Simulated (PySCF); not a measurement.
The calculation's input:

```
{"job": {"kind": "uv", "xc": "CAM-B3LYP", "basis": "def2-SVPD", "nstates": 8, "ntriplets": 3}, "charge": 0, "multiplicity": 1}
C      0.016811     0.695432    -1.201992
N      0.163948    -0.073358     0.016115
C     -1.055856    -0.058843     0.797579
B      1.335377    -0.719895     0.345542
Br     1.490611    -1.715837     1.944626
H     -0.789315     0.280328    -1.813250
H      0.940262     0.675347    -1.774100
H     -0.231267     1.733902    -0.965304
H     -0.936958    -0.631016     1.713995
H     -1.877436    -0.489031     0.217665
H     -1.320355     0.969926     1.057777
H      2.265376    -0.667641    -0.364680
```

Run with:

```sh
OMP_NUM_THREADS=1 python probes_run.py task.json out
```

Geometry: GFN2-xTB.

Theory: CAM-B3LYP/def2-SVPD, SCF density, gas phase (PySCF 2.14.0).

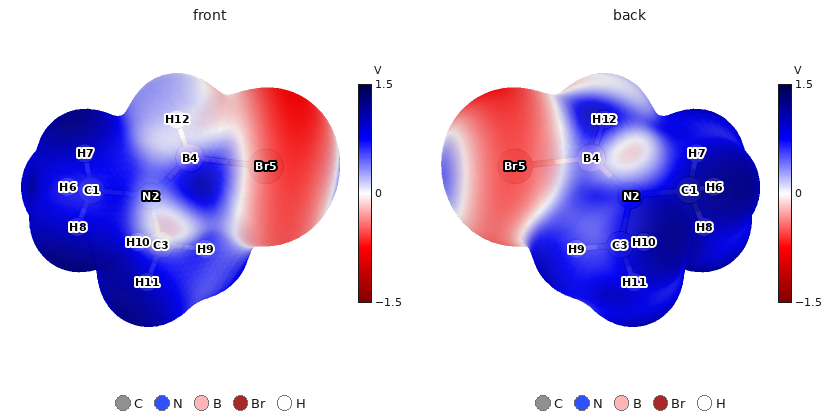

C2H7BBrN (SMILES CN(C)BBr). The electrostatic potential painted on the density surface at 0.004 e/bohr³, seen from the front and from behind; the colour scale runs from red (negative) to blue (positive).

Q: Describe the electrostatic potential map.

A: The most negative region (about −0.7 V) lies over Br5, the most positive (about +1.3 V) over the H atoms. Br5 shows a σ-hole: about +0.4 V at the tip opposite its bond, against about −0.4 V on its flanks.

Q: How polar is the molecule by this calculation?

A: Its dipole moment is 2.95 D.
